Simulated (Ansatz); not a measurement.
Single-point calculation, with input and output: HfHCl$_{3}$O

The run: single-point calculation of HfHCl$_{3}$O. Method and program: direct RPA on PBE orbitals, frozen core/def2-TZVPP (Ansatz 0.2.0).

The geometry comes from this level: PBE0-D4/def2-TZVP.

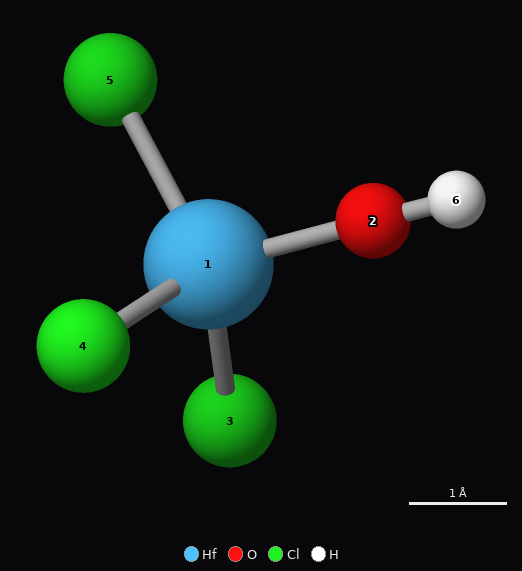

Fig. 1: The input geometry (ball-and-stick view, seen at a tilt; atoms are numbered from 1 in the order of the input). Sticks mark near contacts. Bond lengths as drawn: Cl–Hf 2.34 Å, Hf–O 1.88 Å and H–O 0.95 Å.

Input
```yaml
crystal:
  periodic: [false, false, false]
  atoms:
    - {symbol: Hf, position_ang: [0.390549, 1.425184, -0.099797]}
    - {symbol: O, position_ang: [-0.840896, 1.415186, 1.322534]}
    - {symbol: Cl, position_ang: [-0.770444, 1.593654, -2.120599]}
    - {symbol: Cl, position_ang: [1.826917, 3.252986, 0.138833]}
    - {symbol: Cl, position_ang: [1.624350, -0.559012, -0.061876]}
    - {symbol: H, position_ang: [-1.464674, 1.423004, 2.042450]}
basis:
  gaussian: {orbitals: def2-TZVPP}
hamiltonian: {xc: pbe}
correlation: {method: rpa}
```

Run as:
```bash
ansatz run in.yaml --threads 4 --pin off --events-out ev --progress --plain --max-ram 63488MiB --backend cpu
```

The program's output
```
Functional definition: PBE
  name "PBE"
  cite "Perdew, Burke & Ernzerhof, Phys. Rev. Lett. 77, 3865 (1996) doi:10.1103/PhysRevLett.77.3865"
  parent pbe
  parameter kappa = 0.804
  parameter beta = 0.06672455060314922
  exchange = pbe_x(kappa = kappa, mu = beta*pi^2/3)
  correlation = pbe_c(beta = beta)
1399 factors; integrals over basis functions are off by at most 9.0e-4 eV
mean field evaluation 1: about -40923.7733 eV, gradient 7.1e1 eV
mean field evaluation 2: about -40923.7669 eV, gradient 7.1e1 eV
mean field evaluation 4: about -40929.4401 eV, gradient 3.2e1 eV
mean field evaluation 8: about -40932.1064 eV, gradient 6.1e-1 eV
mean field evaluation 16: about -40932.1063 eV, gradient 8.5e-4 eV
mean field -40932.10629628 eV, -1504.2271616100 hartree, gradient 8.8e-7 eV, S^2 0.000000; 0 other end points of the search recorded, 0 dependent functions left out
16 core orbitals not correlated: weight in the atoms' cores, before any rotation towards them, 1.000 or more for the frozen orbitals, at most 0.000 for the correlated occupied ones
reference -40865.10626806 eV, -1501.7649559874 hartree; 20, 20 occupied and 191, 191 virtual orbitals, 1399 factors
Total energy: -40912.46654267 eV, -1503.5054139773 hartree
```

Key numbers

```csv
quantity,value
outcome,converged
total energy,−40912.4665 eV
mean-field energy,−40865.1063 eV
SCF solution under orbital rotations,stable
hardware,"4 CPU threads, shared host"
wall time,3.8 s (CPU time 14 s)
peak memory,0.95 GiB
```
